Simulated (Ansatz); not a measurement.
**C₂H₇Al···NH₃: density, localisation and related maps**

```yaml
atoms:
  - { symbol: Al, position_ang: [-0.7569, -0.0217, 0.2114] }
  - { symbol: N, position_ang: [2.1854, -0.5290, 1.3935] }
  - { symbol: C, position_ang: [-0.9546, -1.3936, -1.1947] }
  - { symbol: C, position_ang: [-0.6741, 1.9077, -0.2015] }
  - { symbol: H, position_ang: [1.2390, -0.5984, 1.7858] }
  - { symbol: H, position_ang: [-0.6844, -0.4842, 1.6904] }
  - { symbol: H, position_ang: [2.3291, 0.4286, 1.0572] }
  - { symbol: H, position_ang: [2.2543, -1.1655, 0.5931] }
  - { symbol: H, position_ang: [-1.6510, -2.1941, -0.8864] }
  - { symbol: H, position_ang: [-1.3113, -0.9824, -2.1548] }
  - { symbol: H, position_ang: [0.0129, -1.8906, -1.4001] }
  - { symbol: H, position_ang: [0.1101, 2.1341, -0.9474] }
  - { symbol: H, position_ang: [-1.6239, 2.2679, -0.6401] }
  - { symbol: H, position_ang: [-0.4746, 2.5211, 0.6935] }
```

Not at a stationary point (largest force 0.9 eV/Å).

All numbers below come from RKS PBE-D4/6-31G* in Ansatz.

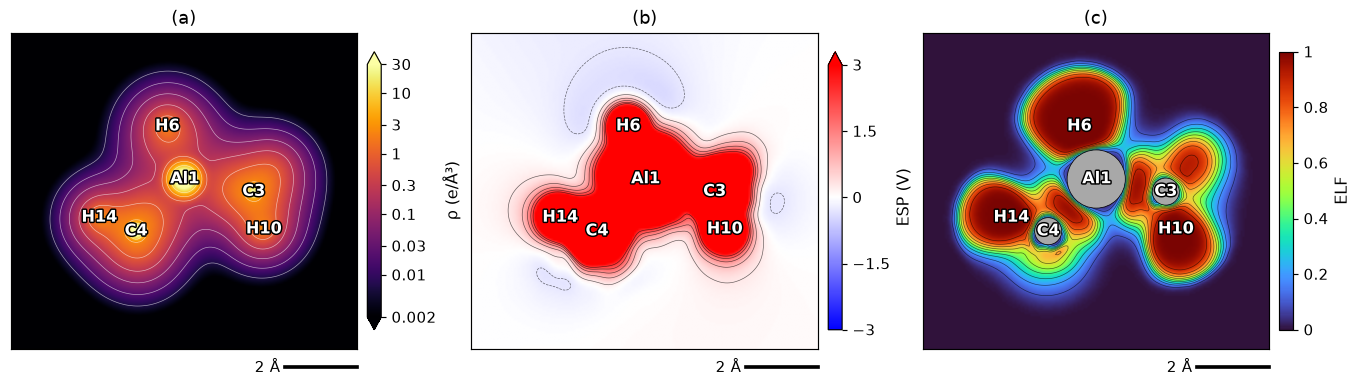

Figure 1. (a) total electron density; (b) molecular electrostatic potential; (c) electron localisation function on the plane of atoms Al1, C4 and H14. Grey discs cover the atomic cores in the ELF map.

Read the bonding off the picture.

Answer. The section cuts through Al, C and H sites.
Al1···H10 (2.61 Å): the density falls to about 0.43 e/Å³ on the way; the ELF climbs to about 1 towards the hydrogen.
C–Al (1.97 Å): ρ at the midpoint is about 0.68 e/Å³; the ELF peaks at about 0.95 between the atoms, as expected for a polar covalent bond.
C–H (1.10 Å): the density is about 1.8 e/Å³ at the midpoint; the ELF climbs to about 1 towards the hydrogen; an ordinary covalent bond to hydrogen.
Al–H (1.55 Å): ρ at the midpoint is about 0.56 e/Å³; the ELF climbs to about 1 towards the hydrogen.
Outside the dense part of the complex the potential is most negative (−0.4 V) near H6.

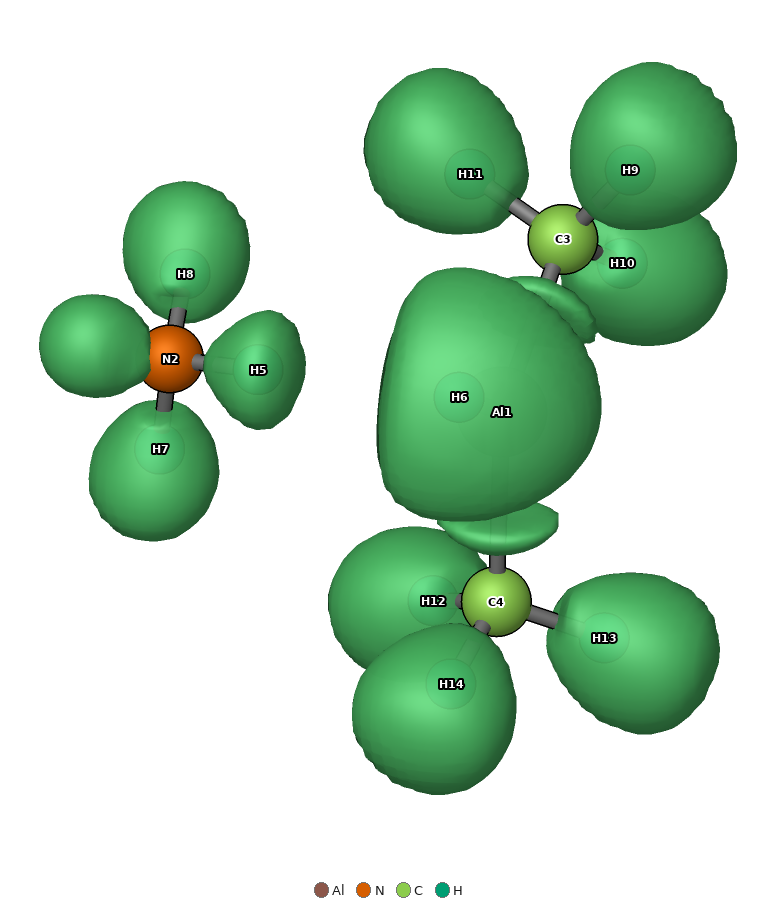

Figure 2. Isosurface of the ELF at 0.9 (green), seen at a tilt. Core shells and regions of very low density are left out.

Identify the bonds, lone pairs and shells in this picture.

Answer. At this value the surface marks out two regions between bonded Al–C atoms (shared pairs), ten regions around hydrogen nuclei and one lobe on N, pointing away from the bonds (lone pairs).


Al1···H5 (2.61 Å): the ELF dips to about 0.10 between them.

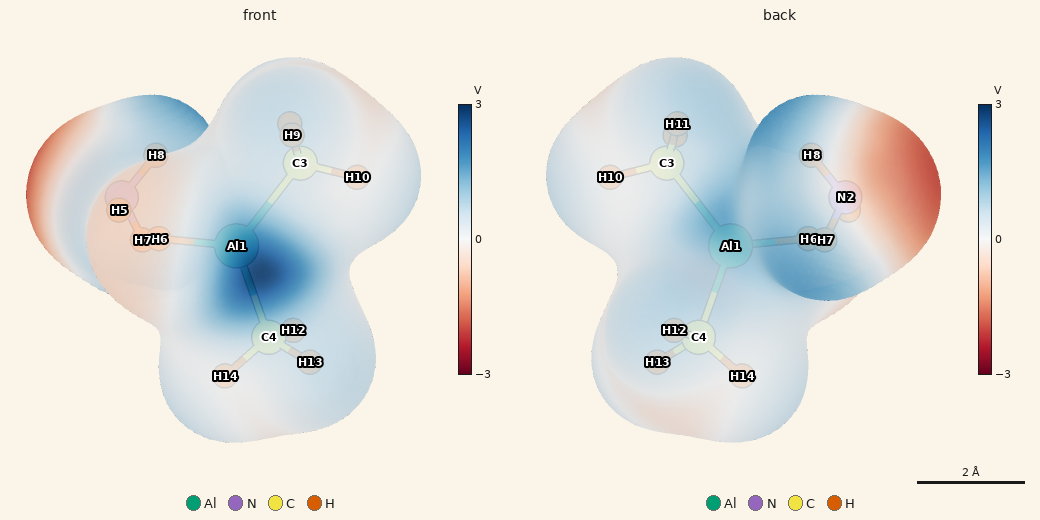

Figure 3. The electrostatic potential painted on the density surface at 0.002 e/bohr³, seen from the front and from behind; red is negative and blue positive.

Describe the electrostatic potential map.

Answer. The most negative region (about −1.9 V) lies over N2, the most positive (about +2.6 V) over Al1. N2 is the likeliest acceptor of a hydrogen bond.

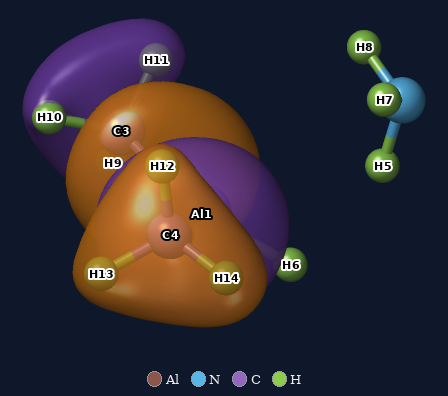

Figure 4. The HOMO−1 at ±0.08 Å⁻³ᐟ² (orange and purple are the two phases), seen at an oblique angle.

What is the character of this orbital?

Answer. By Hirshfeld shares it lies mainly on C4 (about 30 %), C3 (about 30 %) and Al1 (about 20 %). Its energy is −6.29 eV.
